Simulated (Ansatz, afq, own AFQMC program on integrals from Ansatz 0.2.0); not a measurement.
# InH₃+ (doublet): quantum Monte Carlo beside coupled cluster at scale of all distances = 1.324, def2-SVP, part 2 of 2

Ansatz 0.2.0, Gaussian basis, and an in-house AFQMC program (afq) on its integrals; all values are calculated; def2-SVP, frozen cores. The steps go on from the part before.

## (14) Phaseless AFQMC, CISD trial on UHF

It reads the integrals that the CCSD(T) run on this determinant wrote.

On the command line:

```bash
$ afq ham --method phaseless --trial cisd --walkers 4000 --populations 20 --least-time 60 --time-step 0.005 --steps-per-block 50 --equilibration-blocks 40 --max-blocks 4000 --target-error 0.00027 --factor-cut 1e-05 --start spin_pure --seed 1911 --release-times 0.24,0.51,0.99,1.62,2.4 --release-step 0.03 --release-every 3 --taylor-order 6
```

What it wrote:

```text
orbitals 32  electrons 3 2  factors 231 of 492
reference energy -190.52598319 Eh
CCSD correlation -0.05995285 Eh in 19 cycles, weight of the determinant in the CISD state 0.7297
energy of the start -190.578736 Eh
 block  time / (1/Eh)  mean weight  energy / Eh
     1     0.250  0.9999  -190.581446
     2     0.500  1.0000  -190.583403
     3     0.750  1.0000  -190.584928
     4     1.000  1.0001  -190.586228
     5     1.250  0.9997  -190.587204
     6     1.500  1.0001  -190.587959
     7     1.750  1.0000  -190.588496
     8     2.000  0.9999  -190.589024
     9     2.250  1.0000  -190.589472
    10     2.500  1.0001  -190.589918
    11     2.750  1.0000  -190.590186
    13     3.250  1.0000  -190.590676
    15     3.750  0.9999  -190.591153
    17     4.250  1.0001  -190.591373
    19     4.750  0.9999  -190.591064
    21     5.250  1.0001  -190.591300
    23     5.750  1.0001  -190.591266
    25     6.250  0.9999  -190.591526
    27     6.750  1.0002  -190.591505
    29     7.250  0.9999  -190.591508
    31     7.750  1.0000  -190.591646
    33     8.250  1.0001  -190.591415
    35     8.750  1.0000  -190.591373
    37     9.250  0.9999  -190.591407
    39     9.750  1.0000  -190.591263
    41    10.250  1.0001  -190.591298
    43    10.750  1.0000  -190.591655
    45    11.250  1.0000  -190.591870
    47    11.750  0.9997  -190.591996
    49    12.250  1.0000  -190.591977
    51    12.750  1.0001  -190.591988
    53    13.250  0.9999  -190.591781
    55    13.750  1.0000  -190.591712
    57    14.250  0.9998  -190.591846
    59    14.750  0.9999  -190.591778
    61    15.250  1.0002  -190.591753
    63    15.750  0.9999  -190.591765
    65    16.250  1.0000  -190.591618
    67    16.750  1.0000  -190.591419
    69    17.250  1.0000  -190.591396
    71    17.750  0.9999  -190.591601
    73    18.250  1.0000  -190.591448
    75    18.750  0.9999  -190.591393
    77    19.250  1.0000  -190.591750
    79    19.750  1.0000  -190.591568
    81    20.250  1.0001  -190.591929
    83    20.750  1.0001  -190.592085
    85    21.250  1.0000  -190.592150
    87    21.750  0.9998  -190.591792
    89    22.250  1.0000  -190.591632
error from the spread of 20 populations
released: time / (1/Eh)  energy / Eh  error  mean overlap
  0.24  -190.591853  0.000086  0.9979
  0.51  -190.591902  0.000075  0.9963
  0.99  -190.592080  0.000065  0.9964
  1.62  -190.592150  0.000065  0.9969
  2.40  -190.592234  0.000040  0.9943
energy -190.591860 +/- 0.000175 Eh
```

It took 45 s on 1 × NVIDIA H100 80GB HBM3 with 2 threads of AMD EPYC 7R13 (Zen 3), shared host; peak host memory 1.6 GiB.

Energy -5186.2687 ± 0.0048 eV. Caveats: constraint bias not in the error; large difference.

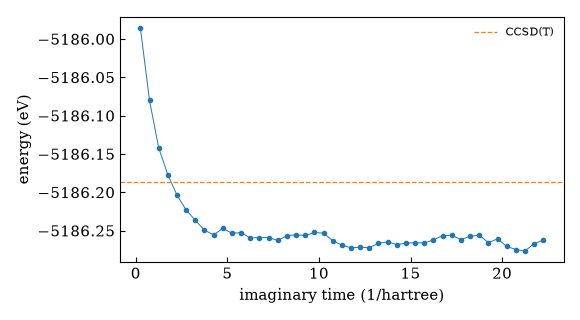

Block energies along the walk.

## (15) Free-projection AFQMC, CID trial on UHF (settings varied)

It reads the integrals that the CCSD(T) run on this determinant wrote.

On the command line:

```bash
$ afq ham --method free --trial cid --walkers 200 --time-step 0.08 --max-blocks 60 --target-error 0.00108 --factor-cut 1e-05 --seed 1124 --times 0.0,0.48,0.96,2.0,3.04,4.0 --taylor-order 8
```

What it wrote:

```text
orbitals 32  electrons 3 2  factors 231 of 492
reference energy -190.52598319 Eh
CCSD correlation -0.05995285 Eh in 19 cycles, weight of the determinant in the CISD state 0.7297
repeat  energy at the last time / Eh  error
    10  -190.588686  0.001030
    20  -190.589602  0.000677
    30  -190.589390  0.000568
time / (1/Eh)  energy / Eh  error  mean overlap
  0.00  -190.586352  0.000328  1.2018
  0.48  -190.587481  0.000392  1.2020
  0.96  -190.588424  0.000467  1.2006
  2.00  -190.589629  0.000479  1.2067
  3.04  -190.588979  0.000531  1.2163
  4.00  -190.589522  0.000566  1.2193
energy -190.589522 +/- 0.000566 Eh
```

Run time: 3.1 s. Hardware: 1 × NVIDIA H100 80GB HBM3 with 2 threads of AMD EPYC 7R13 (Zen 3), shared host; peak host memory 1.6 GiB.

Energy -5186.2051 ± 0.0154 eV. Caveats: remainder of the start not in the error; start is not spin pure; large difference.

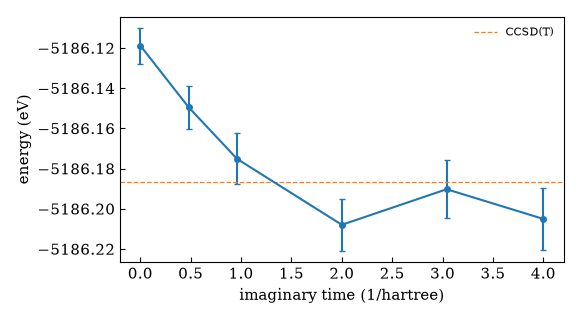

Energy against projection time, with error bars.

## (16) CCSD(T) on ROHF

in.yaml reads:

```yaml
crystal:
  periodic: [false, false, false]
  atoms:
    - {symbol: In, position_ang: [0.000000, -0.024878, 0.000732]}
    - {symbol: H, position_ang: [0.000000, 3.088957, -0.090608]}
    - {symbol: H, position_ang: [0.000000, -0.191040, -2.202115]}
    - {symbol: H, position_ang: [0.000000, -0.063997, 2.209326]}
basis:
  gaussian: {orbitals: def2-SVP}
total_charge: 1
magnetization: {spin_polarized: false, initial_magnetization: 1}
correlation: {method: ccsd_t, electrons: outside_noble_gas, hamiltonian_folder: ham}
```

On the command line:

```bash
$ ansatz run in.yaml --threads 1 --pin off --events-out ev --progress --plain --max-ram 16896MiB --backend cuda --devices 0, --max-vram 18GiB
```

What it wrote, shortened:

```text
Functional definition: HF
  name "HF"
  cite "Fock, Z. Phys. 61, 126 (1930) doi:10.1007/BF01340294"
  parent pbe
[...]
492 factors; integrals over basis functions are off by at most 6.2e-4 eV
[...]
mean field -5183.88257208 eV, -190.5041707622 hartree, gradient 2.6e-6 eV, S^2 0.750000; 1 other end points of the search recorded, 0 dependent functions left out
[...]
determinant -5183.88257208 eV, -190.5041707622 hartree, with singles and doubles -5186.25720690 eV, -190.5914369820 hartree
determinant -5183.36699675 eV, -190.4852237181 hartree, with singles and doubles -5186.28568589 eV, -190.5924835658 hartree
determinant -5183.36699675 eV, -190.4852237181 hartree, with singles and doubles -5186.23157441 eV, -190.5904950057 hartree
determinant -5183.88257208 eV, -190.5041707622 hartree, with singles and doubles -5186.21964839 eV, -190.5900567325 hartree
unrestricted determinant -5184.47611842 eV, -190.5259831877 hartree, S^2 1.5460
9 core orbitals not correlated: weight in the atoms' cores, before any rotation towards them, 0.999 or more for the frozen orbitals, at most 0.000 for the correlated occupied ones
reference -5183.88257208 eV, -190.5041707622 hartree; 3, 2 occupied and 29, 30 virtual orbitals, 492 factors
second order -1.51747214 eV of doubles, -0.00039905 eV of singles
cycle   1  -2.33707655 eV  change   -2.4e-7 eV  update   4.3e-6
perturbative correction -0.05955224 eV, -0.0021885044 hartree
Total energy: -5186.27920087 eV, -190.5922452458 hartree
```

It took 9 s on 1 × NVIDIA H100 80GB HBM3 with 1 thread of AMD EPYC 7R13 (Zen 3), shared host; peak host memory 1.6 GiB.

From the report: correlation -2.3966 eV; T1 0.036; largest double amplitude 0.29.

This run also writes the integrals to the folder ham.

## (17) Full CI

in.yaml reads:

```yaml
hamiltonian:
  integrals:
    folder: ../ham
correlation: {method: fci}
```

The command is unchanged.

What it wrote:

```text
Functional definition: HF
  name "HF"
  cite "Fock, Z. Phys. 61, 126 (1930) doi:10.1007/BF01340294"
  parent pbe
  exchange = exact_x
  correlation = 0
reference -5183.88257208 eV, -190.5041707622 hartree; 3, 2 occupied and 29, 30 virtual orbitals, 492 factors
state -5186.29948265 eV, -190.5929905874 hartree
Total energy: -5186.29948265 eV, -190.5929905874 hartree
```

Run time: 6.5 s. Hardware: 1 × NVIDIA H100 80GB HBM3 with 1 thread of AMD EPYC 7R13 (Zen 3), shared host; peak host memory 1.6 GiB.

From the report: 1,254,272 determinants.

## (18) CCSDT(Q) on ROHF

in.yaml reads:

```yaml
crystal:
  periodic: [false, false, false]
  atoms:
    - {symbol: In, position_ang: [0.000000, -0.024878, 0.000732]}
    - {symbol: H, position_ang: [0.000000, 3.088957, -0.090608]}
    - {symbol: H, position_ang: [0.000000, -0.191040, -2.202115]}
    - {symbol: H, position_ang: [0.000000, -0.063997, 2.209326]}
basis:
  gaussian: {orbitals: def2-SVP}
total_charge: 1
magnetization: {spin_polarized: false, initial_magnetization: 1}
correlation: {method: ccsdt_q, electrons: outside_noble_gas}
```

Launched as before.

What it wrote, shortened:

```text
Functional definition: HF
  name "HF"
  cite "Fock, Z. Phys. 61, 126 (1930) doi:10.1007/BF01340294"
  parent pbe
[...]
854 factors; integrals over basis functions are off by at most 1.7e-7 eV
[...]
mean field -5183.88260694 eV, -190.5041720432 hartree, gradient 2.4e-6 eV, S^2 0.750000; 1 other end points of the search recorded, 0 dependent functions left out
[...]
determinant -5183.88260694 eV, -190.5041720432 hartree, with singles and doubles -5186.25725226 eV, -190.5914386490 hartree
determinant -5183.36702891 eV, -190.4852249001 hartree, with singles and doubles -5186.28572881 eV, -190.5924851432 hartree
determinant -5183.36702891 eV, -190.4852249001 hartree, with singles and doubles -5186.23161226 eV, -190.5904963967 hartree
determinant -5183.88260694 eV, -190.5041720432 hartree, with singles and doubles -5186.21968583 eV, -190.5900581084 hartree
unrestricted determinant -5184.47615618 eV, -190.5259845756 hartree, S^2 1.5460
9 core orbitals not correlated: weight in the atoms' cores, before any rotation towards them, 0.999 or more for the frozen orbitals, at most 0.000 for the correlated occupied ones
reference -5183.88260694 eV, -190.5041720432 hartree; 3, 2 occupied and 29, 30 virtual orbitals, 854 factors
second order -1.51748822 eV of doubles, -0.00039905 eV of singles
cycle   1  -1.91728358 eV  change   -4.0e-1 eV  update   8.7e-2
[...]
cycle  17  -2.41807571 eV  change    1.0e-7 eV  update   3.8e-7
perturbative correction 0.00101033 eV, 0.0000371291 hartree
Total energy: -5186.29967232 eV, -190.5929975576 hartree
```

Wall time 10 s (1 × NVIDIA H100 80GB HBM3 with 1 thread of AMD EPYC 7R13 (Zen 3), shared host); peak host memory 1.6 GiB.

From the report: correlation -2.4171 eV; T1 0.039; largest double amplitude 0.31.

## (19) CCSDTQ on ROHF

Changes to in.yaml since step 18:

```diff
@@ -11,2 +11,2 @@
 magnetization: {spin_polarized: false, initial_magnetization: 1}
-correlation: {method: ccsdt_q, electrons: outside_noble_gas}
+correlation: {method: ccsdtq, electrons: outside_noble_gas}
```

Launched as before.

What it wrote, shortened:

```text
Functional definition: HF
  name "HF"
  cite "Fock, Z. Phys. 61, 126 (1930) doi:10.1007/BF01340294"
  parent pbe
[...]
854 factors; integrals over basis functions are off by at most 1.7e-7 eV
[...]
mean field -5183.88260694 eV, -190.5041720432 hartree, gradient 2.4e-6 eV, S^2 0.750000; 1 other end points of the search recorded, 0 dependent functions left out
[...]
determinant -5183.88260694 eV, -190.5041720432 hartree, with singles and doubles -5186.25725226 eV, -190.5914386490 hartree
determinant -5183.36702891 eV, -190.4852249001 hartree, with singles and doubles -5186.28572881 eV, -190.5924851432 hartree
determinant -5183.36702891 eV, -190.4852249001 hartree, with singles and doubles -5186.23161226 eV, -190.5904963967 hartree
determinant -5183.88260694 eV, -190.5041720432 hartree, with singles and doubles -5186.21968583 eV, -190.5900581084 hartree
unrestricted determinant -5184.47615618 eV, -190.5259845756 hartree, S^2 1.5460
9 core orbitals not correlated: weight in the atoms' cores, before any rotation towards them, 0.999 or more for the frozen orbitals, at most 0.000 for the correlated occupied ones
reference -5183.88260694 eV, -190.5041720432 hartree; 3, 2 occupied and 29, 30 virtual orbitals, 854 factors
second order -1.51748822 eV of doubles, -0.00039905 eV of singles
cycle   1  -1.91728358 eV  change   -4.0e-1 eV  update   8.7e-2
[...]
cycle  17  -2.41692022 eV  change   -3.3e-7 eV  update   5.1e-7
Total energy: -5186.29952716 eV, -190.5929922232 hartree
```

It took 10 s on 1 × NVIDIA H100 80GB HBM3 with 1 thread of AMD EPYC 7R13 (Zen 3), shared host; peak host memory 1.6 GiB.

From the report: correlation -2.4169 eV; T1 0.039; largest double amplitude 0.31.

## (20) Phaseless AFQMC, CISD trial on ROHF

It reads the integrals that the CCSD(T) run on this determinant wrote.

On the command line:

```bash
$ afq ham --method phaseless --trial cisd --walkers 4000 --populations 20 --least-time 60 --time-step 0.005 --steps-per-block 50 --equilibration-blocks 40 --max-blocks 4000 --target-error 0.00027 --factor-cut 1e-05 --start spin_pure --seed 1911 --release-times 0.24,0.51,0.99,1.62,2.4 --release-step 0.03 --release-every 3 --taylor-order 6
```

What it wrote:

```text
orbitals 32  electrons 3 2  factors 231 of 492
reference energy -190.50417076 Eh
CCSD correlation -0.08588583 Eh in 12 cycles, weight of the determinant in the CISD state 0.8566
energy of the start -190.590060 Eh
 block  time / (1/Eh)  mean weight  energy / Eh
     1     0.250  0.9998  -190.589689
     2     0.500  1.0000  -190.589648
     3     0.750  0.9999  -190.589774
     4     1.000  1.0000  -190.589968
     5     1.250  0.9997  -190.590169
     6     1.500  1.0001  -190.590461
     7     1.750  0.9999  -190.590638
     8     2.000  0.9998  -190.590841
     9     2.250  0.9999  -190.590963
    10     2.500  1.0002  -190.591046
    11     2.750  1.0000  -190.591172
    13     3.250  0.9999  -190.591546
    15     3.750  0.9999  -190.591692
    17     4.250  1.0001  -190.591825
    19     4.750  1.0000  -190.592017
    21     5.250  1.0000  -190.592197
    23     5.750  1.0001  -190.591944
    25     6.250  1.0000  -190.592104
    27     6.750  1.0000  -190.592104
    29     7.250  0.9998  -190.592130
    31     7.750  1.0001  -190.592131
    33     8.250  1.0001  -190.592218
    35     8.750  0.9999  -190.592586
    37     9.250  0.9999  -190.592156
    39     9.750  1.0000  -190.592254
    41    10.250  1.0001  -190.592456
    43    10.750  0.9999  -190.592399
    45    11.250  1.0000  -190.592567
    47    11.750  0.9997  -190.592766
    49    12.250  1.0001  -190.592668
    51    12.750  0.9998  -190.592759
    53    13.250  1.0003  -190.592468
    55    13.750  0.9999  -190.592513
    57    14.250  0.9999  -190.592558
    59    14.750  1.0000  -190.592492
    61    15.250  1.0000  -190.592694
    63    15.750  0.9998  -190.592379
    65    16.250  1.0000  -190.592522
    67    16.750  0.9999  -190.592543
    69    17.250  1.0000  -190.592311
    71    17.750  1.0000  -190.592561
    73    18.250  1.0001  -190.592327
    75    18.750  0.9997  -190.592229
    77    19.250  1.0001  -190.592871
    79    19.750  1.0000  -190.592950
    81    20.250  1.0000  -190.592492
    83    20.750  0.9999  -190.592747
    85    21.250  1.0001  -190.592591
    87    21.750  0.9999  -190.592407
    89    22.250  1.0000  -190.592577
error from the spread of 20 populations
released: time / (1/Eh)  energy / Eh  error  mean overlap
  0.24  -190.592619  0.000073  0.9992
  0.51  -190.592649  0.000073  0.9988
  0.99  -190.592718  0.000062  0.9973
  1.62  -190.592763  0.000048  0.9976
  2.40  -190.592826  0.000057  0.9961
energy -190.592546 +/- 0.000077 Eh
```

Run time: 27 s. Hardware: 1 × NVIDIA H100 80GB HBM3 with 2 threads of AMD EPYC 7R13 (Zen 3), shared host; peak host memory 1.6 GiB.

Energy -5186.2874 ± 0.0021 eV. Caveats: constraint bias not in the error.

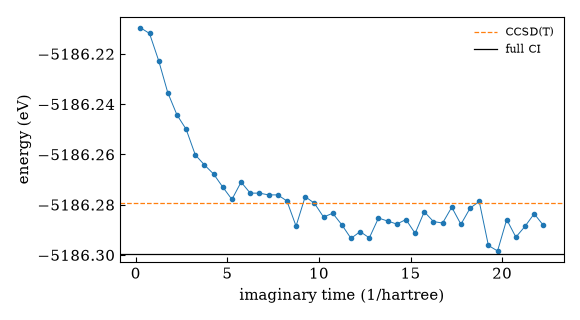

Block energies along the walk.

## (21) Free-projection AFQMC, CID trial on ROHF (settings varied)

It reads the integrals that the CCSD(T) run on this determinant wrote.

On the command line:

```bash
$ afq ham --method free --trial cid --walkers 200 --time-step 0.08 --max-blocks 60 --target-error 0.00108 --factor-cut 1e-05 --seed 1124 --times 0.0,0.48,0.96,2.0,3.04,4.0 --taylor-order 8
```

What it wrote:

```text
orbitals 32  electrons 3 2  factors 231 of 492
reference energy -190.50417076 Eh
CCSD correlation -0.08588583 Eh in 12 cycles, weight of the determinant in the CISD state 0.8566
repeat  energy at the last time / Eh  error
    10  -190.592581  0.000271
    20  -190.592617  0.000251
    30  -190.592432  0.000203
time / (1/Eh)  energy / Eh  error  mean overlap
  0.00  -190.589957  0.000091  1.1553
  0.48  -190.591185  0.000134  1.1591
  0.96  -190.591663  0.000118  1.1572
  2.00  -190.592544  0.000240  1.1645
  3.04  -190.592531  0.000235  1.1752
  4.00  -190.592510  0.000211  1.1702
energy -190.592510 +/- 0.000211 Eh
```

Run time: 3.1 s. Hardware: 1 × NVIDIA H100 80GB HBM3 with 2 threads of AMD EPYC 7R13 (Zen 3), shared host; peak host memory 1.6 GiB.

Energy -5186.2864 ± 0.0057 eV. Caveats: remainder of the start not in the error.

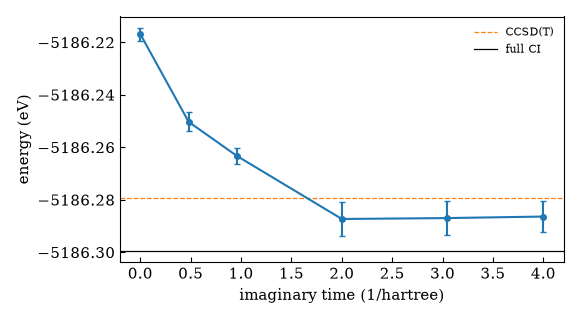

Energy against projection time, with error bars.

## (22) AFQMC on the ladder

The full CI on restricted orbitals is not used as the yardstick for these unrestricted rows.

On the UHF determinant, counted from CCSDTQ (a yardstick, not exact):

```
                                                   level  energy (eV)  from CCSDTQ (kcal/mol)  statistical error (kcal/mol)   time
                                                      HF   -5184.4761                  +41.70                                     
                                                     MP2   -5185.2484                  +23.89                                     
                                                    CCSD   -5186.1075                   +4.07                                     
                                                 CCSD(T)   -5186.1866                   +2.25                                     
                                                CCSDT(Q)   -5186.2845                   -0.01                                     
                                                  CCSDTQ   -5186.2842                    0.00                                     
   Phaseless AFQMC, CISD trial, step 0.005, 4000 walkers   -5186.2687                   +0.36                          0.11   45 s
Free-projection AFQMC, CID trial, step 0.08, 200 walkers   -5186.2051                   +1.82                          0.36  3.1 s
```

On the ROHF determinant, counted from full CI (exact for this spin and basis):

```csv
level,energy (eV),from full CI (kcal/mol),statistical error (kcal/mol),time
HF,-5183.8826,+55.74,,
MP2,-5185.4004,+20.73,,
CCSD,-5186.2196,+1.84,,
CCSD(T),-5186.2792,+0.47,,
CCSDT(Q),-5186.2997,0.00,,
CCSDTQ,-5186.2995,0.00,,
full CI,-5186.2995,0.00,,
"Phaseless AFQMC, CISD trial, step 0.005, 4000 walkers",-5186.2874,+0.28,0.05,27 s
"Free-projection AFQMC, CID trial, step 0.08, 200 walkers",-5186.2864,+0.30,0.13,3.1 s
```

The functionals' totals stand on their own zeros and serve differences with other points: PBE -5209.801 eV; r2SCAN -5211.560 eV; PBE0 -5209.591 eV; B3LYP -5211.744 eV; wB97M-V -5207.533 eV; B2PLYP -5201.730 eV.

## (23) Outcome

The summary covers parts 1 to 2.

| quantity | value |
| --- | --- |
| CCSD(T) on UHF from CCSDTQ | +2.25 kcal/mol |
| Phaseless AFQMC, CISD trial on UHF from CCSDTQ | +0.36 ± 0.11 kcal/mol |
| CCSD(T) on ROHF from full CI | +0.47 kcal/mol |
| Phaseless AFQMC, CISD trial on ROHF from full CI | +0.28 ± 0.05 kcal/mol |

In words: On UHF the phaseless walk with the CISD trial lies +0.36 kcal/mol from CCSDTQ, 3 times its error bar. On ROHF the phaseless walk with the CISD trial lies +0.28 kcal/mol from full CI, 6 times its error bar: mostly the bias of the constraint. Error bars are statistical and leave out the constraint, the time step and what remains of the start. In carries a core potential, and spin-orbit coupling is left out.
